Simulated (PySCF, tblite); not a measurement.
# C3H11BN2Si: geometry, infrared bands and NMR shifts

Aim: predict the infrared bands and NMR shifts of C3H11BN2Si (`C[Si@@H]1NBCCN1`).

Programs: tblite 0.8.0 and PySCF 2.14.0, with density-fitted response routines of our own. Each step states its level of theory. These are calculated values for one molecule in the gas phase, unless marked as measured. Atoms are numbered from 0 throughout.

## Step 1: Starting geometry

18 atoms, charge 0, multiplicity 1; geometry from: force field or distance geometry start.

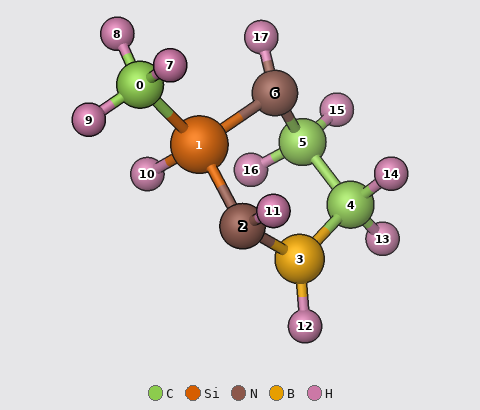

The starting geometry (carbon green, silicon orange, nitrogen brown, boron amber, hydrogen pink), atoms numbered.

## Step 2: Relaxing the molecule with GFN2-xTB

Job settings and geometry (Å):

```
{"job": {"kind": "relax", "xc": "GFN2-xTB", "basis": "xTB"}, "charge": 0, "multiplicity": 1}
C      2.703600     0.191100     0.158400
Si     0.965300     0.140500    -0.496500
N      0.076200     1.659000    -0.291300
B     -1.383900     1.340000    -0.655300
C     -2.077200    -0.035100    -0.253200
C     -1.223500    -1.243700    -0.615900
N     -0.037300    -1.135900     0.215800
H      2.798000     0.513400     1.210600
H      3.167800    -0.813800     0.023100
H      3.280600     0.887600    -0.485900
H      1.048200    -0.116200    -1.943700
H      0.107400     1.999900     0.699400
H     -1.991800     2.142300    -1.250800
H     -3.086400    -0.132700    -0.710600
H     -2.141400    -0.030900     0.858400
H     -1.767100    -2.189700    -0.453400
H     -0.890700    -1.129300    -1.669600
H      0.443600    -2.040200     0.384200
```

Run with:

```sh
$ OMP_NUM_THREADS=1 python probes_run.py task.json out
```

This one command runs all jobs of the session in turn.

**Question.** This job is followed by: GFN2-xTB harmonic vibrations, gas phase; GIAO PBE0/pcSseg-1 NMR shielding, non-relativistic, gas phase. What will the session give for the following? strongest single infrared mode (GFN2-xTB); zero-point energy (GFN2-xTB); 13C shifts against TMS (PBE0/pcSseg-1); 1H shifts against TMS (PBE0/pcSseg-1, means over atoms taken as alike); 29Si shifts against TMS (PBE0/pcSseg-1); 15N shifts against NH3 (PBE0/pcSseg-1); 11B shifts against BF3·OEt2 (PBE0/pcSseg-1); surface potential, least and greatest.

As calculated:

| quantity | value |
| --- | --- |
| strongest single infrared mode (GFN2-xTB) | 2094 cm⁻¹, 389 km/mol |
| zero-point energy (GFN2-xTB) | 91.5 kcal/mol |
| 13C shifts against TMS (PBE0/pcSseg-1) | 42.3, 24.9, 1.6 ppm |
| 1H shifts against TMS (PBE0/pcSseg-1, means over atoms taken as alike) | 5.58, 5.49, 4.22, 3.30, 3.13, 1.19, 1.16, 0.54, 0.10 ppm |
| 29Si shifts against TMS (PBE0/pcSseg-1) | -22.4 ppm |
| 15N shifts against NH3 (PBE0/pcSseg-1) | 127.9, 34.3 ppm |
| 11B shifts against BF3·OEt2 (PBE0/pcSseg-1) | 44.9 ppm |
| surface potential, least and greatest | -1.03 V and 1.52 V |

What this shows: The optimisation took 98 steps and gained 1.496 eV; among the close pairs (by a distance rule), N2–B3 changed most, from 1.538 to 1.392 Å. No mode is imaginary among the 48: a minimum at this level. The strongest single mode, at 2094 cm⁻¹, moves mainly H10. GFN2-xTB is a fitted tight-binding method: band positions and strengths are rough. Its intensities can rank the bands wrongly. The most deshielded carbon is C5 (sp3 CH2 bonded to N), at 42.3 ppm: pulled downfield by the heteroatom. At PBE0/pcSseg-1: The widest tensor belongs to N2: span 199 ppm, with a paramagnetic part of -185 ppm.
